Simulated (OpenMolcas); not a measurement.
**BBr2Cl (dibromo(chloro)borane): O3LYP/pcseg-2**

Aim: the vertical ionisation energy of BBr2Cl (dibromo(chloro)borane) at O3LYP/pcseg-2, from 2 runs. 

The results are computed with OpenMolcas 26.06.

### 1 The structure to begin with

BBr2Cl: 4 atoms, total charge 0, spin state singlet. SMILES: `ClB(Br)Br`. The coordinates come from a GFN2-xTB relaxation.

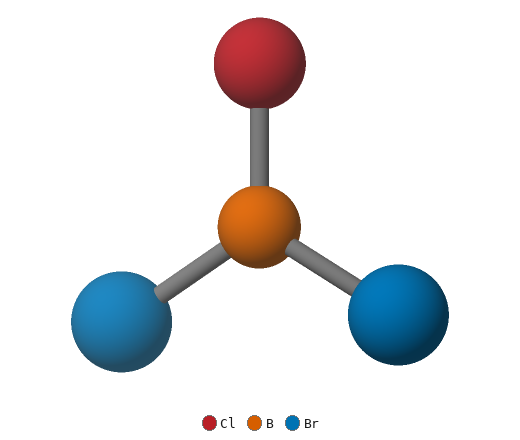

The structure, seen from a chosen angle (chlorine red, boron orange, bromine blue).

### 2 A single-point energy at O3LYP/pcseg-2

job.inp reads:

```
* BBr2Cl Kohn-Sham DFT

&gateway
  baslib=$CurrDir
  coord
  4
  angstrom
  Cl      -0.200560      -1.646540       0.631150
  B       -0.014330      -0.043980       0.026350
  Br       1.264040       1.121500       0.759730
  Br      -1.049150       0.569030      -1.417240
  basis=pcseg-2
  group=NoSym

&seward

&scf
  ksdft=O3LYP
  prorbitals=0
```

The basis set pcseg-2 is read from a file made from the Basis Set Exchange's data (not shown).

Started as:

```console
$ export MOLCAS_MEM=1860
$ pymolcas job.inp > job.log
```

What it wrote:

```text
--- Start Module: gateway ---
[...]
--- Stop Module: gateway /rc=_RC_ALL_IS_WELL_ ---
--- Start Module: seward ---
[...]
      Basis functions          150
--- Stop Module: seward /rc=_RC_ALL_IS_WELL_ ---
[...]
--- Start Module: scf ---
[...]
       Convergence after  11 Iterations
[...]
::    Total KS-DFT energy                           -5634.6781290791
[...]
      Total spin, S                                     0.0000000000
[...]
      Total electronic charge=   92.000000
      Total            charge=   -0.000000
[...]
      Dipole Moment (debye):
      Origin of the operator (angstrom)=    0.0480    0.3697   -0.1449
                   X= -2.2353E-03               Y=  2.7482E-02               Z= -4.5310E-03           Total=  2.7943E-02
      Quadrupole Moment (debye*angstrom):
[...]
--- Stop Module: scf /rc=_RC_ALL_IS_WELL_ ---
[...]
```

Wall time 40 s (1 thread of Arm Neoverse V1, shared host); peak memory 0.99 GiB.

### 3 The doublet cation, same level

job.inp reads:

```
&gateway
baslib = $CurrDir
coord
4
angstrom
Cl      -0.200560      -1.646540       0.631150
B       -0.014330      -0.043980       0.026350
Br       1.264040       1.121500       0.759730
Br      -1.049150       0.569030      -1.417240
basis = pcseg-2
group = NoSym
&seward
&scf
uhf
charge = 1
spin = 2
ksdft = O3LYP
prorbitals = 0
```

The basis set pcseg-2 is read from a file made from the Basis Set Exchange's data (not shown).

Started as:

```console
$ export MOLCAS_MEM=1860
$ pymolcas job.inp > job.log
```

What it wrote:

```text
--- Start Module: gateway ---
[...]
--- Stop Module: gateway /rc=_RC_ALL_IS_WELL_ ---
--- Start Module: seward ---
[...]
      Basis functions          150
--- Stop Module: seward /rc=_RC_ALL_IS_WELL_ ---
[...]
--- Start Module: scf ---
[...]
       Convergence after  19 Iterations
[...]
::    Total KS-DFT energy                           -5634.3015466912
[...]
      Total spin, S                                     0.5015569939
[...]
      Total electronic charge=   91.000000
      Total            charge=    1.000000
[...]
      Dipole Moment (debye):
      Origin of the operator (angstrom)=    0.0480    0.3697   -0.1449
                   X= -4.5957E-02               Y= -3.0499E-01               Z=  1.2652E-01           Total=  3.3337E-01
      Center of Charge (angstrom)
[...]
--- Stop Module: scf /rc=_RC_ALL_IS_WELL_ ---
[...]
```

It took 66 s on 1 thread of Arm Neoverse V1, shared host; peak memory 0.99 GiB.

### 4 Results

Level: O3LYP/pcseg-2.

| quantity | value |
| --- | --- |
| singlet BBr2Cl: total energy | -5634.67813 Eh |
| singlet BBr2Cl: dipole moment | 0.03 D |
| singlet BBr2Cl: HOMO energy | -7.68 eV |
| singlet BBr2Cl: LUMO energy | -2.24 eV |
| singlet BBr2Cl: HOMO–LUMO gap | 5.44 eV |
| doublet cation: total energy | -5634.30155 Eh |
| doublet cation: HOMO energy (highest over α and β) | -14.25 eV |
| doublet cation: LUMO energy (lowest over α and β) | -12.80 eV |
| doublet cation: ⟨S²⟩ | 0.753 |
| vertical ionisation energy (to the doublet cation) | 10.247 eV |

Removing an electron at fixed nuclei costs 10.25 eV (989 kJ/mol). −ε(HOMO) before ionisation, 7.68 eV, is 2.57 eV below this ionisation energy.
